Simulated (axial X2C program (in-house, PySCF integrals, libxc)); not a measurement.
**A two-component session on PMg: properties at the nuclei**

Aim: properties at the nuclei of PMg, with spin–orbit coupling in the Hamiltonian from the start.

Computed with an in-house X2C program for linear molecules on PySCF integrals. Level: two-component X2C with atomic mean-field terms, P dyall-v3z, Mg dyall-cv3z.

All values are calculated.

**1. Input**

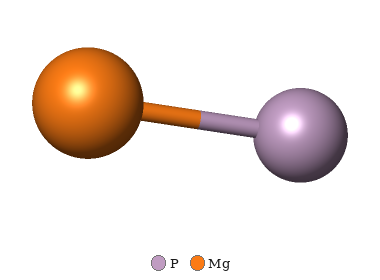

The two atoms at 2.340 Å (phosphorus pink, magnesium orange).

Contents of task.json:

```json
{"zs": [15, 12], "q": 0, "bas": ["dyall-v3z", "dyall-cv3z"], "r0": 2.34, "levels": ["PBE0", "HF", "r2SCAN", "B3LYP", "BP86"], "nst": 3}
```

Keys: zs atomic numbers; q charge; bas basis sets; r0 starting distance in Å; levels methods (HF also brings MP2); nst determinants followed.

Started as:

```sh
$ python soeom.py task.json out
```

Nuclei are Gaussian, cores are contracted, and the Gaunt term is on.

**2. Expectation values, lowest determinant**

R = 2.542 Å. State: Ω = 3/2 (excess of +ω over −ω: ω = 3/2).

Output of the PBE0 run:

```text
two-component X2C + atomic mean field  PBE0
basis functions 130  fitting functions 600  grid points 4359
iter        total energy     max residual
   1       -542.212829882     2.81e-05
   2       -542.212829891     1.06e-05
   3       -542.212829893     5.74e-06
converged
one-electron -827.58683041  Coulomb 287.55161667  exact exchange -9.68864230  xc functional -29.89174041  nuclear repulsion 37.47124232  atomic mean-field constant -0.06847576
```

The highest occupied spinor is 49% Mg s, 29% Mg p, 19% P p.

```tsv
level	Eeff magnitude (GV/cm)	Ws magnitude P (kHz)	A∥/gI P (MHz)	qzz P (a.u.)	A∥/gI Mg (MHz)	qzz Mg (a.u.)	μ (D)
PBE0	0.124	0.0146	-92.8	-1.37	165	-0.45	1.94
HF	0.165	0.0218	-64.3	-1.43	177	-0.57	2.52
r2SCAN	0.146	0.0179	-57.4	-1.41	181	-0.47	1.97
B3LYP	0.121	0.0135	-68.4	-1.36	179	-0.44	1.87
BP86	0.111	0.0127	-80	-1.39	173	-0.42	1.78
```

Eeff is the effective electric field on the electron dipole moment in this Ω state and Ws the scalar–pseudoscalar constant (defined with the proton number Z and per Ω); A∥ is the parallel hyperfine constant, which follows by multiplying with the nuclear g factor gI = μI/(I μN); qzz is the electric field gradient, eQq0 = 234.96 MHz × Q/barn × qzz; μ is positive if Mg is the positive end. The operators were transformed with the bare-nucleus X2C matrices.

**3. Expectation values, a higher determinant**

R = 2.542 Å. State: Ω = 1/2 (excess of +ω over −ω: 2 × ω = -1/2, ω = 3/2), 0.15 eV above the lowest in the PBE0 search for states (made at or near this distance, with looser thresholds).

Output of the PBE0 run:

```text
two-component X2C + atomic mean field  PBE0
basis functions 130  fitting functions 600  grid points 4359
iter        total energy     max residual
   1       -542.207403380     4.41e-05
   2       -542.207403383     1.09e-05
   3       -542.207403383     5.97e-06
converged
one-electron -827.57849549  Coulomb 287.54710176  exact exchange -9.68830079  xc functional -29.89047542  nuclear repulsion 37.47124232  atomic mean-field constant -0.06847576
```

The highest occupied spinor is 36% Mg s, 33% Mg p, 28% P p.

```tsv
level	Eeff magnitude (GV/cm)	Ws magnitude P (kHz)	A∥/gI P (MHz)	qzz P (a.u.)	A∥/gI Mg (MHz)	qzz Mg (a.u.)	μ (D)
PBE0	0.0958	0.0254	-427	-1.48	-641	-0.52	2.20
HF	0.105	0.0282	-358	-1.55	-688	-0.63	2.71
r2SCAN	0.106	0.0283	-355	-1.54	-702	-0.53	2.24
B3LYP	0.103	0.028	-394	-1.48	-671	-0.50	2.19
BP86	0.0917	0.0241	-413	-1.49	-650	-0.48	2.04
```

**4. Expectation values, a higher determinant**

R = 2.542 Å. State: Ω = 1/2 (excess of +ω over −ω: ω = 1/2), 0.63 eV above the lowest in the PBE0 search for states (made at or near this distance, with looser thresholds).

Output of the PBE0 run:

```text
two-component X2C + atomic mean field  PBE0
basis functions 130  fitting functions 600  grid points 4359
iter        total energy     max residual
   1       -542.189637409     3.92e-05
   2       -542.189637423     3.55e-05
   3       -542.189637436     6.12e-06
   4       -542.189637437     2.70e-06
converged
one-electron -827.58705804  Coulomb 287.52188465  exact exchange -9.66885757  xc functional -29.85837304  nuclear repulsion 37.47124232  atomic mean-field constant -0.06847576
```

The highest occupied spinor is 80% P p, 16% Mg p, 3% Mg d.

```tsv
level	Eeff magnitude (GV/cm)	Ws magnitude P (kHz)	A∥/gI P (MHz)	qzz P (a.u.)	A∥/gI Mg (MHz)	qzz Mg (a.u.)	μ (D)
PBE0	0.108	0.0559	653	1.57	590	-0.03	5.46
HF	0.0332	0.0327	714	0.64	858	-0.33	4.09
r2SCAN	0.128	0.0638	471	1.30	708	-0.04	5.33
B3LYP	0.0675	0.0338	671	1.72	405	0.00	5.48
BP86	0.0465	0.0229	666	1.51	306	0.03	5.40
```

**5. What came out**

| quantity | value |
| --- | --- |
| lowest determinant | Ω = 3/2 (excess of +ω over −ω: ω = 3/2) |
| Eeff magnitude (GV/cm), PBE0 | 0.124 |
| Ws magnitude P (kHz), PBE0 | 0.0146 |
| A∥/gI P (MHz), PBE0 | -92.8 |
| qzz P (a.u.), PBE0 | -1.37 |
| higher determinant | Ω = 1/2 (excess of +ω over −ω: 2 × ω = -1/2, ω = 3/2) |
| Eeff magnitude (GV/cm), PBE0, higher determinant | 0.0958 |
| Ws magnitude P (kHz), PBE0, higher determinant | 0.0254 |
| A∥/gI P (MHz), PBE0, higher determinant | -427 |
| qzz P (a.u.), PBE0, higher determinant | -1.48 |
| higher determinant | Ω = 1/2 (excess of +ω over −ω: ω = 1/2) |
| Eeff magnitude (GV/cm), PBE0, higher determinant | 0.108 |
| Ws magnitude P (kHz), PBE0, higher determinant | 0.0559 |
| A∥/gI P (MHz), PBE0, higher determinant | 653 |
| qzz P (a.u.), PBE0, higher determinant | 1.57 |

In words: In the first state, the effective field runs from 0.111 to 0.165 GV/cm over the mean-field levels. The expectation values come from single determinants, which for open shells can mix terms of unlike spin or miss the lowest Ω, so a determinant need not be a state. Eeff is the effective electric field on the electron dipole moment in this Ω state and Ws the scalar–pseudoscalar constant (defined with the proton number Z and per Ω); A∥ is the parallel hyperfine constant, which follows by multiplying with the nuclear g factor gI = μI/(I μN); qzz is the electric field gradient, eQq0 = 234.96 MHz × Q/barn × qzz; μ is positive if Mg is the positive end. The operators were transformed with the bare-nucleus X2C matrices.
